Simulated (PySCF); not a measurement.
C$_{5}$H$_{16}$BFSi$_{2}$

```
atom    x (Å)    y (Å)    z (Å)
   B   0.0850  -1.5080   1.1840
   C   0.0576  -0.4910  -0.0280
   C  -1.2876   0.2703  -0.0254
   C  -2.4877  -0.6492  -0.2305
  Si  -4.1318   0.2980  -0.3428
   C   1.2099   0.5253   0.0299
   C   2.5732  -0.1525  -0.0128
   F   2.7015  -0.8384  -1.2222
  Si   4.0579   1.0577   0.1286
   H   0.3731  -1.1214   2.2512
   H  -0.2078  -2.6303   1.0394
   H   0.1289  -1.0055  -0.9925
   H  -1.3936   0.8045   0.9222
   H  -1.2661   1.0194  -0.8224
   H  -2.3345  -1.2339  -1.1401
   H  -2.5301  -1.3676   0.5904
   H  -4.0784   1.2451  -1.4594
   H  -5.2242  -0.6524  -0.5569
   H  -4.3598   1.0386   0.9009
   H   1.1522   1.1048   0.9536
   H   1.1367   1.2203  -0.8114
   H   2.6130  -0.9361   0.7554
   H   3.9932   1.6634   1.4596
   H   5.2895   0.2931  -0.0495
   H   3.9191   2.0702  -0.9169
```

Geometry: GFN2-xTB.

Computed with PBE0/pcSseg-1, SCF density, gas phase, non-relativistic (PySCF 2.14.0).

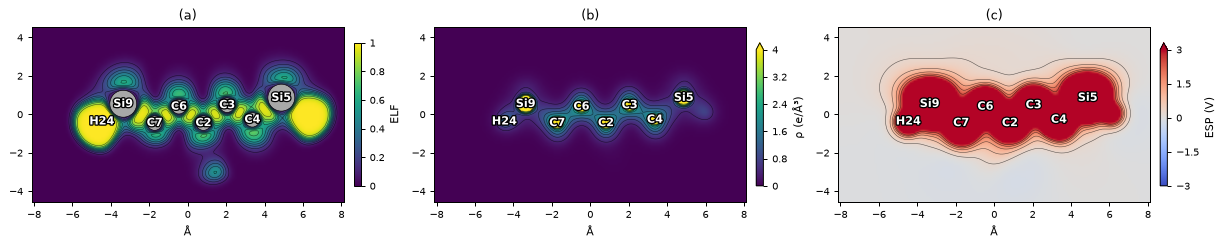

Figure 1. (a) electron localisation function; (b) total electron density; (c) electrostatic potential on the plane of atoms C3, C2 and C6. Grey discs cover the atomic cores in the ELF map.

What do the fields say about this system?

- The plane passes through C, Si and H nuclei.
- C–C (1.52 Å): ρ is about 1.7 e/Å³ halfway; the ELF peaks at about 0.95 between the atoms, as expected for localised, covalent bonding.
- C–Si (1.90 Å): ρ at the midpoint is about 0.92 e/Å³; the ELF peaks at about 0.95 between the atoms (a covalent bond).
- Si–H (1.46 Å): ρ is about 0.81 e/Å³ halfway; the ELF climbs to about 1 towards the hydrogen, as it does in any bond to H.
- The potential has no marked negative region in this plane.

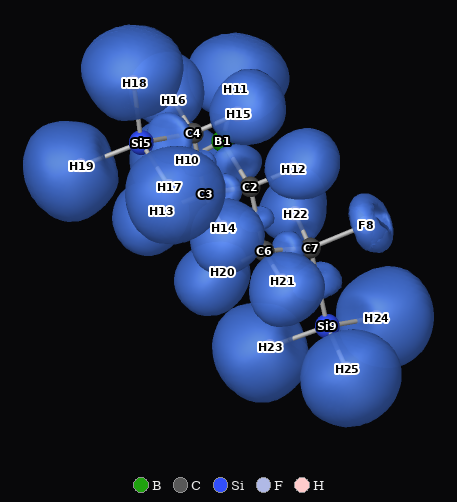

Figure 2. Isosurface of the ELF at 0.85 (blue), seen at an oblique angle. Only the valence region is drawn (cores and ρ < 0.01 e/Å³ removed).

Identify the bonds, lone pairs and shells in this picture.

The ELF exceeds this value in one region between bonded B–C atoms (shared pairs), four regions between bonded C–C atoms (shared pairs), two regions between bonded C–Si atoms (shared pairs), 16 regions around hydrogen nuclei and one region wrapped around F (its lone pairs, merged into a ring or cap). Profiles from the grid: C–F (1.40 Å): the ELF peaks at about 0.85 between the atoms, as expected for a shared but strongly polarised pair.

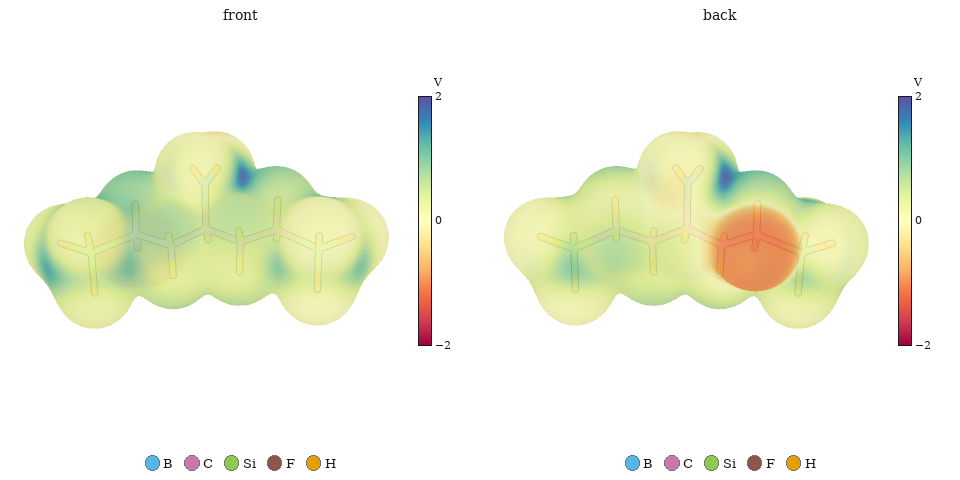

Figure 3. The molecular electrostatic potential painted on the density surface at 0.002 e/bohr³, seen from the front and from behind; red is negative and blue positive.

Describe the electrostatic potential map.

The most negative region (about −1.0 V) lies over F8, the most positive (about +1.6 V) over B1.

How polar is the molecule by this calculation?

Its dipole moment is 1.26 D.
